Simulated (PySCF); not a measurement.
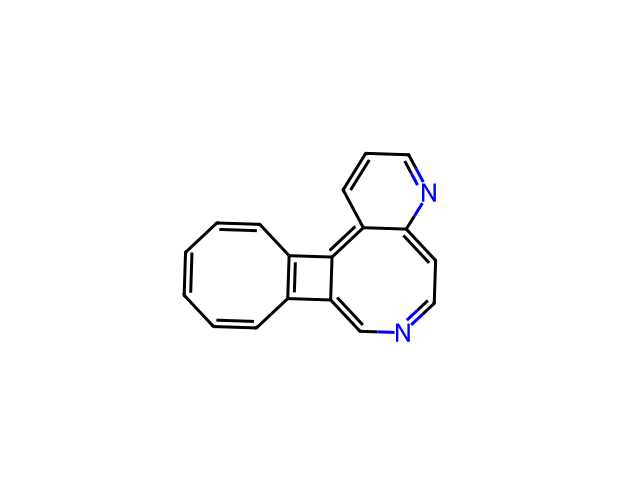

Question: Transcribe the drawing into SMILES.

Answer: c1cccc2c(cc1)c1cnccc3ncccc3c21

Question: What is the molecular formula?

Answer: C18H12N2.

Question: An optimisation with GFN2-xTB gave a structure of which point group?

Answer: C1.

The parts below concern this one geometry. Atoms keep their numbers from picture to picture. Computed geometry: GFN2-xTB optimisation. No frequency run is at hand to confirm it as a minimum.

## Shape

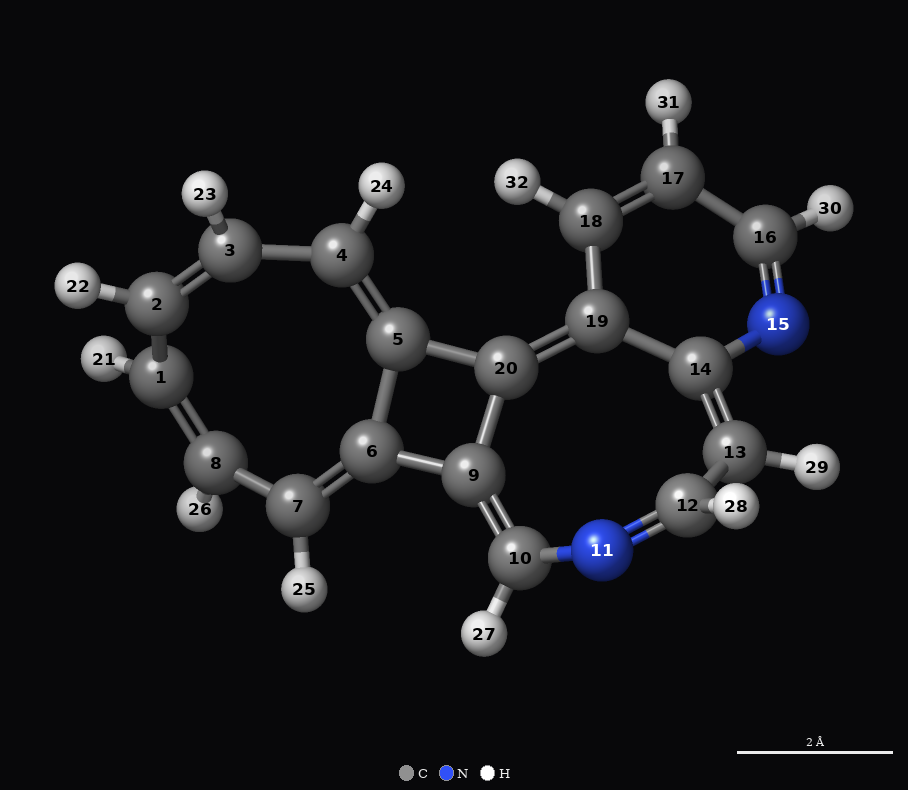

Numbered structure. No frequency run is at hand to confirm it as a minimum.

Question: Describe the coordination of atom 15.

Answer: N15 has 2 neighbours (C14 at 1.38, C16 at 1.28 Å); the arrangement is bent.

Question: How are the neighbours of atom 10 arranged?

Answer: C10 has 3 neighbours (C9 at 1.35, N11 at 1.35, H27 at 1.08 Å); the arrangement is trigonal planar.

Question: What is the geometry at C18?

Answer: C18 has 3 neighbours (C17 at 1.35, C19 at 1.44, H32 at 1.08 Å); the arrangement is trigonal planar.

Question: How are the neighbours of atom 1 arranged?

Answer: C1 has 3 neighbours (C2 at 1.46, C8 at 1.33, H21 at 1.09 Å); the arrangement is trigonal planar.

Question: What is the dihedral angle C3–C4–C5–C20?

Answer: 159° in size, that is anti.

## Electronic properties

No frequency run is at hand to confirm it as a minimum. Method: CAM-B3LYP/6-31G*, gas phase (PySCF 2.14.0). Excitations: vertical, Tamm–Dancoff approximation.

Predict the main results.

- dipole moment: 2.16 D
- HOMO energy (Kohn–Sham orbital): −5.97 eV
- LUMO energy (Kohn–Sham orbital): −2.09 eV
- HOMO–LUMO gap: 3.89 eV
- mean static polarisability: 225.3 bohr³
- lowest vertical singlet excitation: 1.35 eV
- its oscillator strength: 0.023
- brightest of the 6 lowest singlets: 3.60 eV
- its oscillator strength: 0.28

## NMR shielding

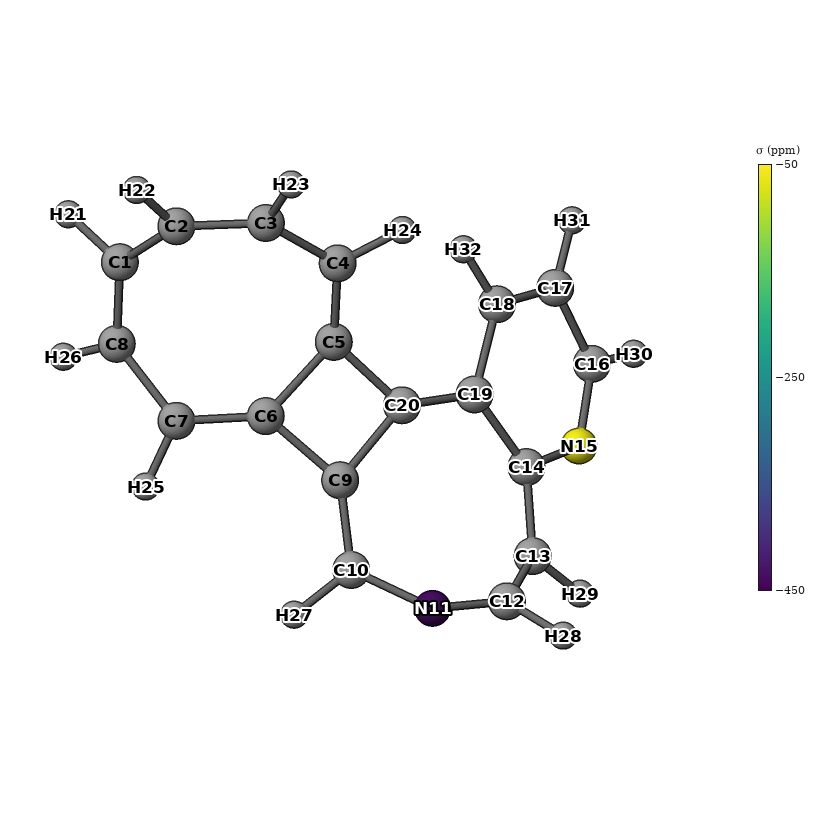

Atoms are coloured by their isotropic NMR shieldings (N only, the others grey). No frequency run is at hand to confirm it as a minimum. Level of theory: GIAO KT3/pcSseg-1 NMR shielding, non-relativistic, gas phase (PySCF 2.14.0).

List the isotropic NMR shieldings of the N atoms.

```
atom  σ (ppm)
 N11   −434.0
 N15    −63.8
```

## Charges

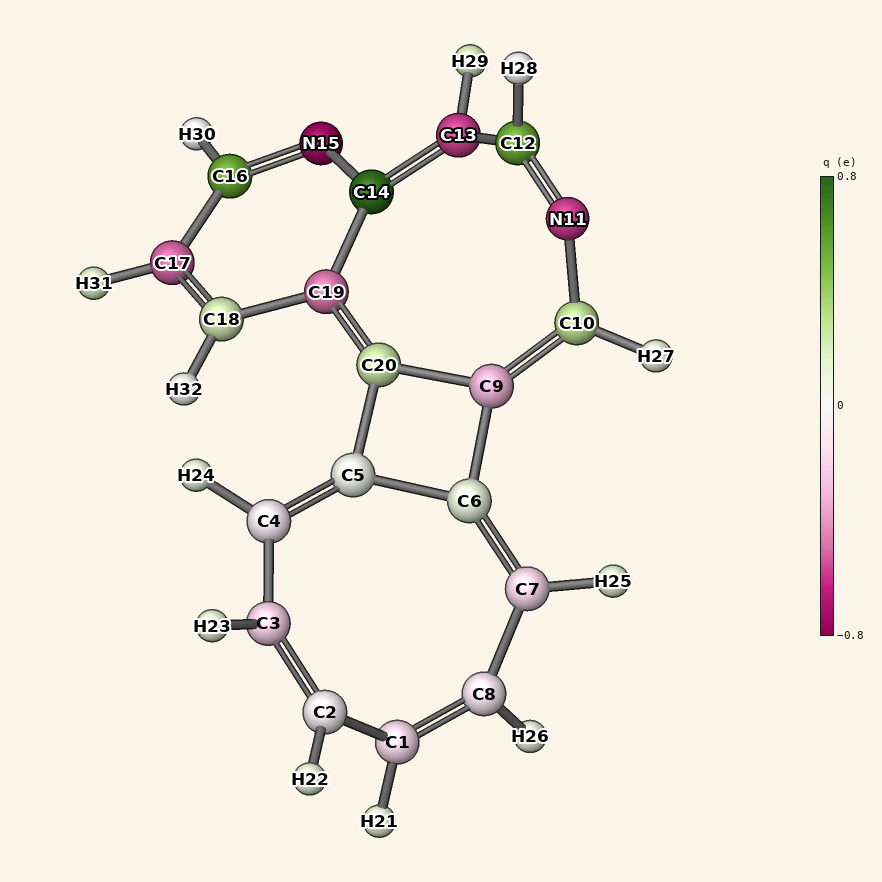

Atoms are coloured by their ESP-fitted charges. No frequency run is at hand to confirm it as a minimum. Level of theory: CAM-B3LYP/6-31G*, gas phase (PySCF 2.14.0).

Give the ESP-fitted charges atom by atom.

```json
{"atom": "C1", "value (e)": "−0.17"}
{"atom": "C2", "value (e)": "−0.04"}
{"atom": "C3", "value (e)": "−0.20"}
{"atom": "C4", "value (e)": "−0.07"}
{"atom": "C5", "value (e)": "0.05"}
{"atom": "C6", "value (e)": "0.09"}
{"atom": "C7", "value (e)": "−0.16"}
{"atom": "C8", "value (e)": "−0.09"}
{"atom": "C9", "value (e)": "−0.31"}
{"atom": "C10", "value (e)": "0.28"}
{"atom": "N11", "value (e)": "−0.58"}
{"atom": "C12", "value (e)": "0.54"}
{"atom": "C13", "value (e)": "−0.57"}
{"atom": "C14", "value (e)": "0.76"}
{"atom": "N15", "value (e)": "−0.75"}
{"atom": "C16", "value (e)": "0.55"}
{"atom": "C17", "value (e)": "−0.50"}
{"atom": "C18", "value (e)": "0.21"}
{"atom": "C19", "value (e)": "−0.47"}
{"atom": "C20", "value (e)": "0.24"}
{"atom": "H21", "value (e)": "0.12"}
{"atom": "H22", "value (e)": "0.10"}
{"atom": "H23", "value (e)": "0.12"}
{"atom": "H24", "value (e)": "0.10"}
{"atom": "H25", "value (e)": "0.12"}
{"atom": "H26", "value (e)": "0.11"}
{"atom": "H27", "value (e)": "0.10"}
{"atom": "H28", "value (e)": "0.00"}
{"atom": "H29", "value (e)": "0.18"}
{"atom": "H30", "value (e)": "0.01"}
{"atom": "H31", "value (e)": "0.17"}
{"atom": "H32", "value (e)": "0.05"}
```
